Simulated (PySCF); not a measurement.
**C2H5BF3−: NMR shifts at several levels of theory**

Aim: compute the NMR shifts of C2H5BF3− (`[BH3-]CC(F)(F)F`) at several levels, and see how far they spread and what each costs.

Computed with PySCF 2.14.0, with density-fitted response routines of our own, on a single molecule in the gas phase. Atoms are numbered from 0 throughout.

## (1) Starting geometry

11 atoms, charge -1, multiplicity 1; geometry from: GFN2-xTB.

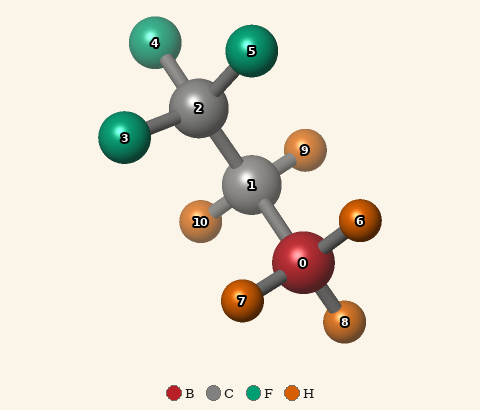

The starting geometry (boron red, carbon grey, fluorine teal, hydrogen orange), atoms numbered.

## (2) Relaxing the molecule at PBE0-D3(BJ)/def2-SVP

The job: settings as JSON, then the geometry in Å.

```
{"job": {"xc": "PBE0", "basis": "def2-SVP", "d3": "d3bj", "grid": 1, "kind": "geom"}, "charge": -1, "multiplicity": 1}
B     -1.386941     0.196346     0.396622
C      0.039429    -0.645338     0.120857
C      1.210721     0.238336    -0.025522
F      1.166875     1.093355    -1.067140
F      2.412290    -0.450485    -0.254574
F      1.511125     0.989144     1.053267
H     -1.288202     0.832283     1.423614
H     -1.608534     0.932764    -0.540130
H     -2.275091    -0.627318     0.499058
H      0.254472    -1.323112     0.948815
H     -0.030718    -1.233304    -0.795899
```

Standard output:

```text
step   0  E = -402.93067066  max force = 0.030539
step   1  E = -402.93189056  max force = 0.026012
step   2  E = -402.93316919  max force = 0.007238
step   3  E = -402.93348935  max force = 0.002555
step   4  E = -402.93351112  max force = 0.000741
step   5  E = -402.93351534  max force = 0.000333
optimisation converged
```

It took 21 s on 1 thread, shared host.

Step by step:

```csv
step,energy from step 0 (eV),largest force component (eV/Å)
0,0.0000,1.5704
1,-0.0332,1.3376
2,-0.0680,0.3722
3,-0.0767,0.1314
4,-0.0773,0.0381
5,-0.0774,0.0171
```

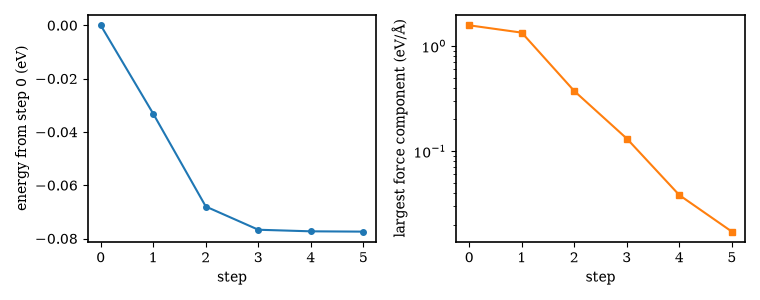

Energy and largest force along the relaxation.

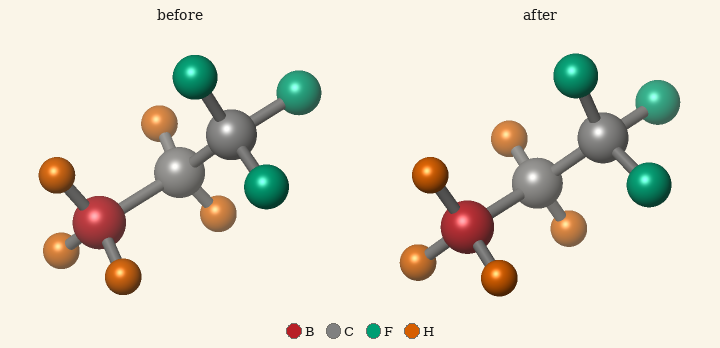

Before and after, at one scale.

Close pairs (by a distance rule), those that changed most:

```csv
bond,before (Å),after (Å),change (Å)
B0–H6,1.212,1.245,+0.033
B0–H7,1.212,1.245,+0.033
B0–H8,1.216,1.249,+0.033
C2–F4,1.404,1.372,-0.031
B0–C1,1.679,1.654,-0.025
C1–H10,1.091,1.105,+0.013
C1–H9,1.091,1.105,+0.013
C1–C2,1.475,1.486,+0.011
```

The end geometry stands in the next job.

```csv
at the end point,value
point group (found at 0.08 Å tolerance),Cs
"rotational constants (GHz, main isotopes)","5.221, 2.619, 2.602"
```

## (3) Nuclear shieldings: PBE0/cc-pVDZ

The job: settings as JSON, then the geometry in Å.

```
{"job": {"kind": "nmr", "xc": "PBE0", "basis": "cc-pVDZ", "pop": true}, "charge": -1, "multiplicity": 1}
B     -1.298869     0.518432     0.415124
C     -0.111122    -0.598911     0.138835
C      1.266332    -0.077441    -0.056114
F      1.388167     0.760045    -1.103773
F      2.187549    -1.065567    -0.297892
F      1.753562     0.582358     1.012465
H     -1.054695     1.169904     1.448102
H     -1.403623     1.293925    -0.553568
H     -2.375998    -0.094966     0.565028
H     -0.039566    -1.315246     0.976819
H     -0.332020    -1.195988    -0.764029
```

Level: GIAO PBE0/cc-pVDZ NMR shielding, non-relativistic, gas phase.

Standard output:

```text
coarse grid: 9616 points
cycle   1  E = -403.0571931282  dE =  6.151e-01  |g| = 9.473e-01  |ddm| = 5.612e+00
cycle   2  E = -402.9561909138  dE =  1.010e-01  |g| = 1.259e+00  |ddm| = 3.353e+00
cycle   3  E = -403.2413151453  dE = -2.851e-01  |g| = 8.699e-02  |ddm| = 1.747e+00
cycle   4  E = -403.2430972534  dE = -1.782e-03  |g| = 3.328e-02  |ddm| = 2.263e-01
cycle   5  E = -403.2433777667  dE = -2.805e-04  |g| = 6.861e-03  |ddm| = 6.197e-02
cycle   6  E = -403.2433891785  dE = -1.141e-05  |g| = 1.582e-03  |ddm| = 1.348e-02
cycle   7  E = -403.2433897664  dE = -5.879e-07  |g| = 1.882e-04  |ddm| = 2.862e-03
final grid: 95296 points
cycle   8  E = -403.2507635260  dE = -2.858e-05  |g| = 7.717e-03  |ddm| = 4.696e-02
cycle   9  E = -403.2507541529  dE =  9.373e-06  |g| = 1.063e-02  |ddm| = 2.672e-02
cycle  10  E = -403.2507768346  dE = -2.268e-05  |g| = 5.073e-04  |ddm| = 1.456e-02
cycle  11  E = -403.2507768979  dE = -6.336e-08  |g| = 1.892e-04  |ddm| = 1.309e-03
cycle  12  E = -403.2507769060  dE = -8.129e-09  |g| = 3.647e-05  |ddm| = 3.481e-04
cycle  13  E = -403.2507769063  dE = -2.750e-10  |g| = 1.123e-05  |ddm| = 7.421e-05
converged SCF energy = -403.2507769063

GIAO shielding tensors (ppm)
atom      isotropic    diamagn.    paramagn.     s11        s22        s33       span
  0 B      149.009     192.500     -43.491    142.770    144.318    159.940     17.170
  1 C      169.126     242.064     -72.938    151.943    166.594    188.839     36.896
  2 C       60.343     246.737    -186.395     42.265     57.115     81.647     39.382
  3 F      283.061     474.162    -191.102    195.546    296.639    356.997    161.451
  4 F      261.112     472.310    -211.199    167.282    249.983    366.069    198.787
  5 F      282.965     473.154    -190.190    195.683    295.583    357.627    161.945
  6 H       30.689      31.096      -0.408     28.056     29.757     34.252      6.195
  7 H       30.690      31.277      -0.586     28.052     29.759     34.260      6.208
  8 H       30.861      30.659       0.202     28.611     29.548     34.423      5.813
  9 H       30.613      30.033       0.580     26.699     30.456     34.683      7.984
 10 H       30.614      30.459       0.155     26.686     30.465     34.690      8.004
```

Wall time 7.8 s (1 thread, shared host).

The references, computed at this level on geometries of the same kind, shield at (ppm): 1H TMS 31.29, 13C TMS 196.8, 19F CFCl3 200.9, 11B BF3·OEt2 113.8. Their shielding less the atom's gives the shift. The references are single molecules in the gas phase, so shifts against H2O, NH3, PH3, H3PO4 or CFCl3 are not on the usual liquid scales and can be off by tens of ppm. Atoms listed in one row are averaged.

```csv
atoms,environment,σ (ppm),δ (ppm)
C2,CF3 carbon,60.3,136.4
C1,sp3 CH2 bonded to B,169.1,27.6
"H9, H10",hydrogen on an sp3 CH2 bonded to B,30.61,0.68
"H6, H7, H8",hydrogen on a boron bonded to C,30.75,0.54
B0,"boron bonded to C, 3 H",149.0,-35.2
"F3, F4, F5",fluorine of a CF3 group,275.7,-74.8
```

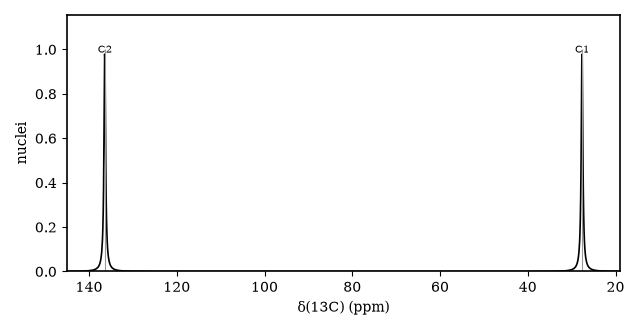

13C lines at the computed shifts, without couplings. Lines are broadened to a width of 0.44 ppm (Lorentzian).

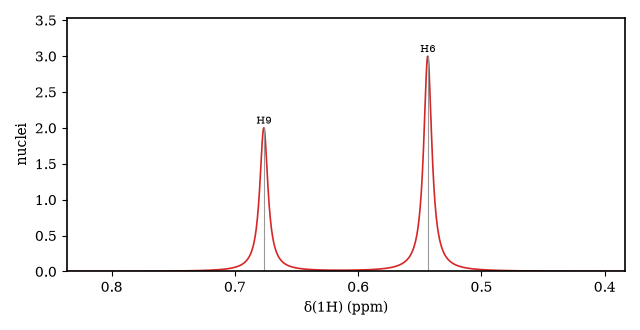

1H lines at the computed shifts, without couplings. Lines are broadened to a width of 0.01 ppm (Lorentzian).

The run also stored atomic charges by several schemes (e):

```csv
atoms,Mulliken,IAO,Hirshfeld,ESP fit
B0,-0.21,-0.49,-0.20,-0.10
C1,-0.05,-0.40,-0.18,-0.11
C2,0.44,0.80,0.23,0.52
"F3, F4, F5",-0.22,-0.31,-0.13,-0.23
```

Hirshfeld charges:

```csv
atom,value (e)
B0,-0.20
C1,-0.18
C2,0.23
F3,-0.12
F4,-0.15
F5,-0.12
H6,-0.16
H7,-0.16
H8,-0.16
H9,0.01
H10,0.01
```

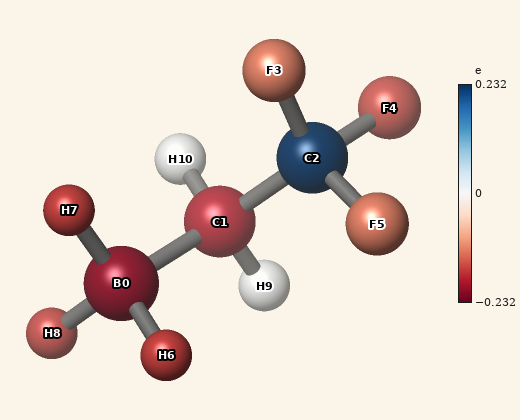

Hirshfeld charges, as colours on the atoms.

Mayer bond orders: B0–C1 0.96, C1–C2 1.10, C2–F3 1.12, C2–F4 1.07, C2–F5 1.12.

## (4) Shielding tensors: PBE0/cc-pVTZ

Same as in step 3 but for these lines:

```diff
@@ -1,2 +1,2 @@
-{"job": {"kind": "nmr", "xc": "PBE0", "basis": "cc-pVDZ", "pop": true}, "charge": -1, "multiplicity": 1}
+{"job": {"kind": "nmr", "xc": "PBE0", "basis": "cc-pVTZ", "pop": true}, "charge": -1, "multiplicity": 1}
 B     -1.298869     0.518432     0.415124
```

Method: GIAO PBE0/cc-pVTZ NMR shielding, non-relativistic, gas phase.

Standard output:

```text
coarse grid: 9616 points
cycle   1  E = -403.2033250065  dE =  5.798e-01  |g| = 9.619e-01  |ddm| = 6.126e+00
cycle   2  E = -403.0905836334  dE =  1.127e-01  |g| = 1.330e+00  |ddm| = 3.199e+00
cycle   3  E = -403.3849877379  dE = -2.944e-01  |g| = 8.350e-02  |ddm| = 1.627e+00
cycle   4  E = -403.3864313092  dE = -1.444e-03  |g| = 4.332e-02  |ddm| = 2.377e-01
cycle   5  E = -403.3868574271  dE = -4.261e-04  |g| = 7.148e-03  |ddm| = 7.343e-02
cycle   6  E = -403.3868687292  dE = -1.130e-05  |g| = 1.915e-03  |ddm| = 1.348e-02
cycle   7  E = -403.3868694963  dE = -7.671e-07  |g| = 2.697e-04  |ddm| = 3.298e-03
final grid: 95296 points
cycle   8  E = -403.3884216661  dE = -7.871e-05  |g| = 7.569e-03  |ddm| = 8.236e-02
cycle   9  E = -403.3884127727  dE =  8.893e-06  |g| = 1.049e-02  |ddm| = 2.512e-02
cycle  10  E = -403.3884331670  dE = -2.039e-05  |g| = 5.951e-04  |ddm| = 1.345e-02
cycle  11  E = -403.3884332167  dE = -4.961e-08  |g| = 2.871e-04  |ddm| = 1.428e-03
cycle  12  E = -403.3884332348  dE = -1.812e-08  |g| = 5.030e-05  |ddm| = 5.312e-04
cycle  13  E = -403.3884332352  dE = -3.972e-10  |g| = 1.866e-05  |ddm| = 8.444e-05
converged SCF energy = -403.3884332352

GIAO shielding tensors (ppm)
atom      isotropic    diamagn.    paramagn.     s11        s22        s33       span
  0 B      143.798     189.897     -46.099    138.227    138.394    154.773     16.547
  1 C      160.441     242.607     -82.166    143.681    157.208    180.434     36.753
  2 C       44.699     236.781    -192.081     25.710     40.326     68.063     42.354
  3 F      261.599     472.425    -210.826    165.494    270.890    348.414    182.920
  4 F      236.472     470.893    -234.421    135.122    216.210    358.084    222.962
  5 F      261.528     471.317    -209.789    165.545    269.858    349.181    183.636
  6 H       30.649      30.713      -0.064     28.229     29.643     34.076      5.847
  7 H       30.651      30.739      -0.088     28.228     29.644     34.080      5.852
  8 H       30.766      30.672       0.094     28.490     29.412     34.395      5.906
  9 H       30.420      30.439      -0.019     26.484     30.306     34.470      7.986
 10 H       30.422      30.599      -0.178     26.477     30.312     34.476      7.999
```

Run time: 26 s. Hardware: 1 thread, shared host.

Key values: δ C2 142.6, C1 26.9, B0 -41.0, F3 -70.6, H9 0.87, H6 0.60 ppm (means over like atoms).

## (5) Nuclear shieldings: PBE0/aug-cc-pVDZ

Same as in step 4 but for these lines:

```diff
@@ -1,2 +1,2 @@
-{"job": {"kind": "nmr", "xc": "PBE0", "basis": "cc-pVTZ", "pop": true}, "charge": -1, "multiplicity": 1}
+{"job": {"kind": "nmr", "xc": "PBE0", "basis": "aug-cc-pVDZ", "pop": true}, "charge": -1, "multiplicity": 1}
 B     -1.298869     0.518432     0.415124
```

Level: GIAO PBE0/aug-cc-pVDZ NMR shielding, non-relativistic, gas phase.

Standard output:

```text
coarse grid: 9616 points
cycle   1  E = -403.1104033336  dE =  6.051e-01  |g| = 8.880e-01  |ddm| = 7.378e+00
cycle   2  E = -403.0085308160  dE =  1.019e-01  |g| = 1.205e+00  |ddm| = 3.970e+00
cycle   3  E = -403.2823617973  dE = -2.738e-01  |g| = 7.020e-02  |ddm| = 2.014e+00
cycle   4  E = -403.2833256355  dE = -9.638e-04  |g| = 3.708e-02  |ddm| = 2.414e-01
cycle   5  E = -403.2836588811  dE = -3.332e-04  |g| = 5.654e-03  |ddm| = 1.020e-01
cycle   6  E = -403.2836666029  dE = -7.722e-06  |g| = 1.696e-03  |ddm| = 1.859e-02
final grid: 95296 points
cycle   7  E = -403.2909666949  dE = -3.439e-05  |g| = 8.252e-03  |ddm| = 1.588e-01
cycle   8  E = -403.2909546182  dE =  1.208e-05  |g| = 1.165e-02  |ddm| = 3.587e-02
cycle   9  E = -403.2909810984  dE = -2.648e-05  |g| = 4.791e-04  |ddm| = 1.721e-02
cycle  10  E = -403.2909811389  dE = -4.057e-08  |g| = 2.337e-04  |ddm| = 1.309e-03
cycle  11  E = -403.2909811505  dE = -1.156e-08  |g| = 3.176e-05  |ddm| = 5.380e-04
cycle  12  E = -403.2909811507  dE = -2.112e-10  |g| = 9.958e-06  |ddm| = 1.236e-04
converged SCF energy = -403.2909811507

GIAO shielding tensors (ppm)
atom      isotropic    diamagn.    paramagn.     s11        s22        s33       span
  0 B      146.105     236.287     -90.182    140.286    140.538    157.492     17.206
  1 C      168.750     225.949     -57.200    152.288    166.505    187.455     35.167
  2 C       58.581     237.733    -179.152     40.874     55.470     79.399     38.525
  3 F      269.509     478.307    -208.798    177.663    277.931    352.933    175.270
  4 F      245.957     481.895    -235.938    148.973    224.225    364.675    215.702
  5 F      269.445     478.659    -209.214    177.642    276.952    353.739    176.097
  6 H       30.529      31.135      -0.605     28.147     29.524     33.917      5.769
  7 H       30.529      31.922      -1.393     28.147     29.522     33.920      5.773
  8 H       30.618      29.805       0.814     28.332     29.323     34.200      5.868
  9 H       30.333      32.127      -1.794     26.365     30.219     34.417      8.052
 10 H       30.336      32.399      -2.062     26.364     30.225     34.420      8.057
```

Wall time 18 s (1 thread, shared host).

In short: δ C2 136.5, C1 26.4, B0 -35.9, F3 -67.5, H9 1.06, H6 0.84 ppm (means over like atoms).

## (6) NMR shieldings: PBE0/IGLO-III

Same as in step 5 but for these lines:

```diff
@@ -1,2 +1,2 @@
-{"job": {"kind": "nmr", "xc": "PBE0", "basis": "aug-cc-pVDZ", "pop": true}, "charge": -1, "multiplicity": 1}
+{"job": {"kind": "nmr", "xc": "PBE0", "basis": "IGLO-III", "pop": true}, "charge": -1, "multiplicity": 1}
 B     -1.298869     0.518432     0.415124
```

With the program's defaults for keys left out, this is: GIAO PBE0/IGLO-III NMR shielding, non-relativistic, gas phase.

Standard output:

```text
coarse grid: 9616 points
cycle   1  E = -403.2205680725  dE =  5.920e-01  |g| = 9.663e-01  |ddm| = 2.169e+00
cycle   2  E = -403.0990877204  dE =  1.215e-01  |g| = 1.350e+00  |ddm| = 1.217e+00
cycle   3  E = -403.4053761096  dE = -3.063e-01  |g| = 7.877e-02  |ddm| = 6.121e-01
cycle   4  E = -403.4064922639  dE = -1.116e-03  |g| = 4.782e-02  |ddm| = 8.420e-02
cycle   5  E = -403.4070152889  dE = -5.230e-04  |g| = 6.595e-03  |ddm| = 3.050e-02
cycle   6  E = -403.4070244979  dE = -9.209e-06  |g| = 2.049e-03  |ddm| = 5.204e-03
final grid: 95296 points
cycle   7  E = -403.4174667687  dE = -9.883e-05  |g| = 7.827e-03  |ddm| = 5.615e-02
cycle   8  E = -403.4174573547  dE =  9.414e-06  |g| = 1.072e-02  |ddm| = 9.526e-03
cycle   9  E = -403.4174785172  dE = -2.116e-05  |g| = 5.936e-04  |ddm| = 4.799e-03
cycle  10  E = -403.4174785475  dE = -3.029e-08  |g| = 3.660e-04  |ddm| = 4.612e-04
cycle  11  E = -403.4174785734  dE = -2.589e-08  |g| = 4.445e-05  |ddm| = 2.143e-04
cycle  12  E = -403.4174785738  dE = -3.708e-10  |g| = 1.099e-05  |ddm| = 3.123e-05
converged SCF energy = -403.4174785738

GIAO shielding tensors (ppm)
atom      isotropic    diamagn.    paramagn.     s11        s22        s33       span
  0 B      139.559     185.778     -46.219    133.096    134.016    151.565     18.469
  1 C      155.851     252.593     -96.741    137.548    153.187    176.819     39.271
  2 C       38.620     247.018    -208.397     18.364     34.030     63.467     45.103
  3 F      253.517     466.599    -213.082    155.560    261.757    343.235    187.675
  4 F      228.353     463.972    -235.618    125.074    204.158    355.829    230.755
  5 F      253.472     465.064    -211.592    155.574    260.662    344.180    188.606
  6 H       30.590      29.662       0.928     28.171     29.601     33.998      5.827
  7 H       30.590      29.774       0.816     28.171     29.599     34.001      5.830
  8 H       30.730      29.242       1.487     28.446     29.408     34.334      5.888
  9 H       30.403      30.834      -0.431     26.427     30.295     34.487      8.059
 10 H       30.404      31.327      -0.923     26.424     30.298     34.491      8.066
```

Run time: 29 s. Hardware: 1 thread, shared host.

In short: δ C2 145.2, C1 27.9, B0 -39.6, F3 -70.5, H9 0.97, H6 0.74 ppm (means over like atoms).

## (7) Nuclear shieldings: PBE0/pcSseg-0

Same as in step 6 but for these lines:

```diff
@@ -1,2 +1,2 @@
-{"job": {"kind": "nmr", "xc": "PBE0", "basis": "IGLO-III", "pop": true}, "charge": -1, "multiplicity": 1}
+{"job": {"kind": "nmr", "xc": "PBE0", "basis": "pcSseg-0", "pop": true}, "charge": -1, "multiplicity": 1}
 B     -1.298869     0.518432     0.415124
```

Method: GIAO PBE0/pcSseg-0 NMR shielding, non-relativistic, gas phase.

Standard output:

```text
coarse grid: 9616 points
cycle   1  E = -402.2103248304  dE =  5.618e-01  |g| = 8.832e-01  |ddm| = 3.068e+00
cycle   2  E = -402.1243315272  dE =  8.599e-02  |g| = 1.195e+00  |ddm| = 1.965e+00
cycle   3  E = -402.3857390497  dE = -2.614e-01  |g| = 7.606e-02  |ddm| = 9.903e-01
cycle   4  E = -402.3872491671  dE = -1.510e-03  |g| = 2.865e-02  |ddm| = 1.270e-01
cycle   5  E = -402.3874381257  dE = -1.890e-04  |g| = 5.548e-03  |ddm| = 3.921e-02
cycle   6  E = -402.3874459932  dE = -7.867e-06  |g| = 9.032e-04  |ddm| = 7.039e-03
final grid: 95296 points
cycle   7  E = -402.3117403262  dE = -1.543e-05  |g| = 4.093e-03  |ddm| = 1.690e-02
cycle   8  E = -402.3117400827  dE =  2.435e-07  |g| = 4.164e-03  |ddm| = 9.979e-03
cycle   9  E = -402.3117445054  dE = -4.423e-06  |g| = 6.060e-04  |ddm| = 5.304e-03
cycle  10  E = -402.3117445587  dE = -5.324e-08  |g| = 9.179e-05  |ddm| = 5.116e-04
cycle  11  E = -402.3117445597  dE = -1.080e-09  |g| = 4.062e-05  |ddm| = 1.020e-04
cycle  12  E = -402.3117445601  dE = -3.513e-10  |g| = 3.671e-06  |ddm| = 4.105e-05
converged SCF energy = -402.3117445601

GIAO shielding tensors (ppm)
atom      isotropic    diamagn.    paramagn.     s11        s22        s33       span
  0 B      144.615     180.286     -35.671    139.027    139.768    155.049     16.022
  1 C      163.221     248.114     -84.893    145.153    156.790    187.720     42.567
  2 C       34.783     247.211    -212.429     15.523     33.154     55.671     40.148
  3 F      269.749     477.285    -207.537    167.591    300.169    341.486    173.895
  4 F      249.356     473.973    -224.617    140.679    257.151    350.237    209.558
  5 F      269.557     476.239    -206.682    167.881    299.059    341.731    173.850
  6 H       31.189      28.277       2.912     28.029     30.238     35.301      7.273
  7 H       31.187      28.109       3.077     28.028     30.233     35.300      7.273
  8 H       31.351      28.751       2.601     28.515     29.899     35.640      7.125
  9 H       31.681      30.602       1.079     27.379     31.287     36.377      8.998
 10 H       31.681      30.527       1.154     27.369     31.296     36.377      9.008
```

Run time: 4.1 s. Hardware: 1 thread, shared host.

This run: δ C2 158.7, C1 30.3, B0 -39.7, F3 -84.5, H6 1.59, H9 1.15 ppm (means over like atoms).

## (8) Side by side: NMR shifts

Shifts (ppm), means over like atoms, with basis size and wall time:

```csv
run,C2,C1,H9,H6,B0,F3,functions,time
PBE0/cc-pVDZ,136.4,27.6,0.68,0.54,-35.2,-74.8,109,7.8 s
PBE0/cc-pVTZ,142.6,26.9,0.87,0.60,-41.0,-70.6,250,26 s
PBE0/aug-cc-pVDZ,136.5,26.4,1.06,0.84,-35.9,-67.5,183,18 s
PBE0/IGLO-III,145.2,27.9,0.97,0.74,-39.6,-70.5,260,29 s
PBE0/pcSseg-0,158.7,30.3,1.15,1.59,-39.7,-84.5,64,4.1 s
```

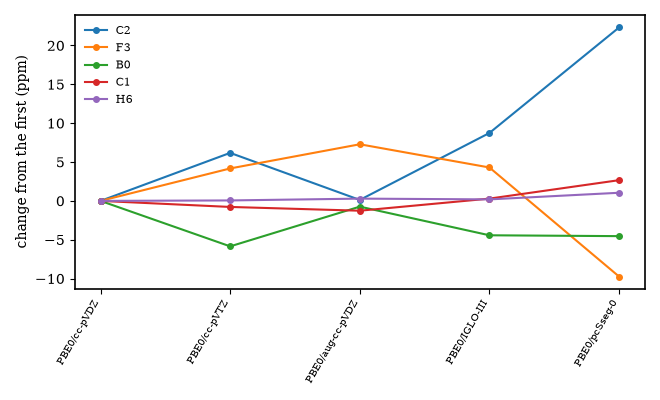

How five of the tabulated atoms move from run to run.

## (9) Results

| quantity | value |
| --- | --- |
| point group | Cs |
| rotational constants (main isotopes) | 5.22, 2.62, 2.60 GHz |
| 13C shifts against TMS (PBE0/cc-pVDZ) | 136.4, 27.6 ppm |
| 1H shifts against TMS (PBE0/cc-pVDZ, means over atoms taken as alike) | 0.68, 0.54 ppm |
| 11B shifts against BF3·OEt2 (PBE0/cc-pVDZ) | -35.2 ppm |
| 19F shifts against CFCl3 (PBE0/cc-pVDZ, means over atoms taken as alike) | -74.8 ppm |
| range of the shift of C2 | 136.4 to 158.7 ppm |

Single values in the summary come from the first run of each kind that ended normally (PBE0/cc-pVDZ), which need not be the best level. The optimisation took 5 steps and gained 0.077 eV; among the close pairs (by a distance rule), B0–H6 changed most, from 1.212 to 1.245 Å. At PBE0/cc-pVDZ: The widest tensor belongs to F3, F4, F5: span 174 ppm, with a paramagnetic part of -197 ppm. In ppm, C2 moves most: its shift spreads over 22.3 ppm, from 136.4 (PBE0/cc-pVDZ) to 158.7 (PBE0/pcSseg-0).
